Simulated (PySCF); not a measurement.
# NMR shielding calculation, with input and output: C₃H₈AlNO

- system: C₃H₈AlNO
- method: GIAO BP86/pcSseg-1 NMR shielding, non-relativistic, gas phase (PySCF 2.14.0)

The geometry comes from this level: PBE0-D3(BJ)/def2-SVP. Figures and captions count atoms from 1; the log counts them from 0 in places.

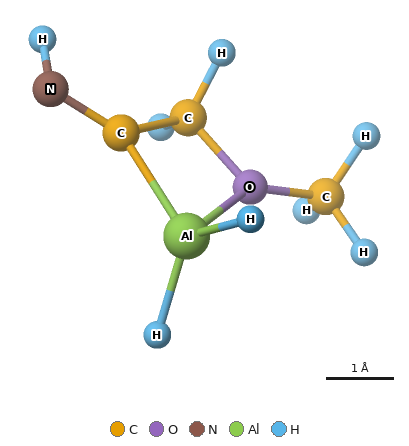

The structure (ball-and-stick view, seen at a tilt). Sticks mark near contacts.

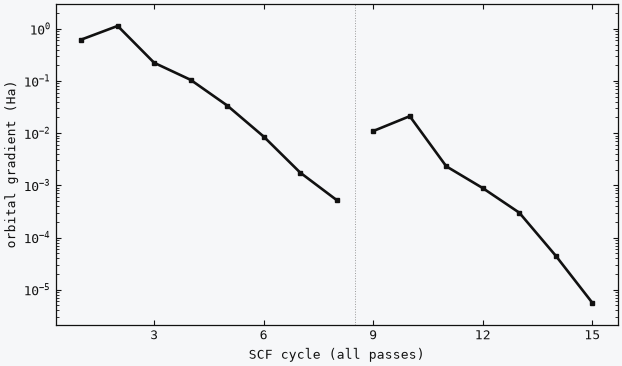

Convergence of the self-consistent field: orbital gradient against the SCF cycle. The dotted line marks the change from a coarse to the final integration grid. The first 8 cycles use a coarse grid, the final grid takes over at cycle 9, and the field converges after 15 cycles in all.

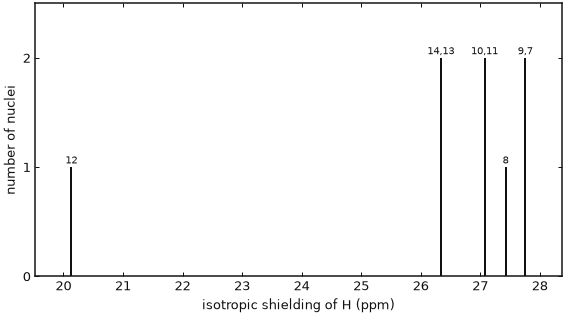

Isotropic shieldings of the hydrogen nuclei in this fixed geometry, labelled by atom number; shielding grows to the right, so chemical shift grows to the left. The least shielded is H12 (20.1 ppm), the most shielded H7 (27.8 ppm).

These pictures come from the run below.

Input:
```
{"job": {"kind": "nmr", "xc": "BP86", "basis": "pcSseg-1", "pop": false}, "charge": 0, "multiplicity": 1}
C     -2.376600    -1.249656     0.159303
O     -1.054729    -0.916711    -0.189664
C     -0.015763    -1.886076     0.018677
C      1.189392    -1.093561    -0.474046
N      2.394168    -1.493830    -0.519635
Al     0.132975     0.566860    -0.924341
H     -2.446664    -1.477584     1.235637
H     -3.008189    -0.382631    -0.070608
H     -2.723021    -2.118700    -0.423666
H      0.036732    -2.152617     1.090811
H     -0.226304    -2.794046    -0.576638
H      2.488869    -2.460982    -0.171060
H     -0.328099     0.824682    -2.431139
H      0.071441     1.763905     0.130959
```

The first line tells a small driver script what to run in PySCF; the rest is the geometry in Å.

Launched with:
```bash
OMP_NUM_THREADS=1 python <driver script> task.json out
```

Output:
```
coarse grid: 11992 points
cycle   1  E = -491.3365393742  dE =  4.587e-01  |g| = 6.212e-01  |ddm| = 3.312e+00
cycle   2  E = -491.1497757979  dE =  1.868e-01  |g| = 1.137e+00  |ddm| = 1.782e+00
cycle   3  E = -491.4098719088  dE = -2.601e-01  |g| = 2.236e-01  |ddm| = 1.205e+00
cycle   4  E = -491.4192177665  dE = -9.346e-03  |g| = 1.052e-01  |ddm| = 2.108e-01
cycle   5  E = -491.4216628229  dE = -2.445e-03  |g| = 3.393e-02  |ddm| = 1.010e-01
cycle   6  E = -491.4218762917  dE = -2.135e-04  |g| = 8.605e-03  |ddm| = 3.154e-02
cycle   7  E = -491.4218952018  dE = -1.891e-05  |g| = 1.755e-03  |ddm| = 1.105e-02
cycle   8  E = -491.4218958911  dE = -6.893e-07  |g| = 5.216e-04  |ddm| = 2.283e-03
final grid: 110696 points
cycle   9  E = -491.4825988047  dE = -2.958e-05  |g| = 1.099e-02  |ddm| = 2.390e-02
cycle  10  E = -491.4825414705  dE =  5.733e-05  |g| = 2.118e-02  |ddm| = 1.774e-02
cycle  11  E = -491.4826178026  dE = -7.633e-05  |g| = 2.318e-03  |ddm| = 1.288e-02
cycle  12  E = -491.4826190486  dE = -1.246e-06  |g| = 8.857e-04  |ddm| = 2.599e-03
cycle  13  E = -491.4826191808  dE = -1.322e-07  |g| = 2.992e-04  |ddm| = 7.835e-04
cycle  14  E = -491.4826192269  dE = -4.607e-08  |g| = 4.464e-05  |ddm| = 2.497e-04
cycle  15  E = -491.4826192274  dE = -4.627e-10  |g| = 5.618e-06  |ddm| = 5.793e-05
converged SCF energy = -491.4826192274

GIAO shielding tensors (ppm)
atom      isotropic    diamagn.    paramagn.     s11        s22        s33       span
  0 C      119.368     242.040    -122.671     88.950     91.401    177.754     88.804
  1 O      310.984     405.349     -94.365    253.068    324.113    355.771    102.703
  2 C       87.724     251.370    -163.645     40.950     76.905    145.318    104.368
  3 C      -34.765     256.858    -291.623   -128.519    -70.266     94.490    223.009
  4 N     -128.931     318.608    -447.539   -469.329   -141.890    224.425    693.754
  5 Al     372.215     795.677    -423.462    326.492    360.533    429.619    103.127
  6 H       27.758      28.169      -0.410     24.293     25.459     33.524      9.231
  7 H       27.425      28.521      -1.096     23.831     25.495     32.950      9.119
  8 H       27.753      26.942       0.811     24.277     25.441     33.540      9.263
  9 H       27.068      31.308      -4.240     24.907     25.228     31.070      6.163
 10 H       27.075      29.944      -2.869     24.886     25.248     31.091      6.205
 11 H       20.134      30.282     -10.149     10.404     24.824     25.173     14.770
 12 H       26.339      29.291      -2.952     23.601     25.286     30.131      6.530
 13 H       26.339      29.673      -3.334     23.600     25.306     30.109      6.509
```

Key numbers:

- outcome: converged
- total energy: −491.482619 hartree
- HOMO: −5.19 eV
- LUMO: −1.49 eV
- dipole moment: 5.85 D
- isotropic shielding, C: −34.8 to 119.4 ppm
- isotropic shielding, O: 311.0 ppm
- isotropic shielding, N: −128.9 ppm
- isotropic shielding, Al: 372.2 ppm
- isotropic shielding, H: 20.1 to 27.8 ppm
- hardware: 1 CPU thread, shared host
- wall time: 18 s
- peak memory: 0.8 GiB
